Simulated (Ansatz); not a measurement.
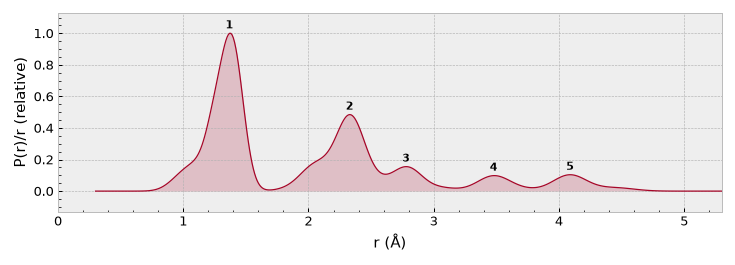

Simulated gas electron diffraction: radial distribution curve of C₂H₄FNO. Each pair of atoms contributes with weight ZᵢZⱼ/r; damping constant 0.0015 Å²; vibrational amplitudes assumed, not computed: 0.05 Å for bonds, 0.078 Å for bonds to H, 0.06 + 0.015 r up to 0.15 Å for other pairs. The geometry is the end point of an optimisation (RKS B3LYP/def2-SVP (Ansatz 0.2.0)); it may be a saddle point or a higher isomer.

> Assign the numbered peaks of the radial distribution curve (– bonded, ··· not bonded).

Peak 1, 1.37 Å: N–C 1.25–1.45 Å (×2), F–C 1.35 Å, O–C 1.39 Å, not resolved
Peak 2, 2.33 Å: F···N 2.30 Å, O···N 2.35 Å, C···C 2.37 Å, not resolved
Peak 3, 2.78 Å: F···C 2.79 Å, C···H 2.81 Å; in its flanks F···H 3.06 Å
Peak 4, 3.48 Å: C···H 3.40–3.66 Å (×2), O···C 3.48 Å, not resolved
Peak 5, 4.09 Å: F···O 4.09 Å, O···H 4.39 Å, not resolved; in its flanks F···H 4.51 Å
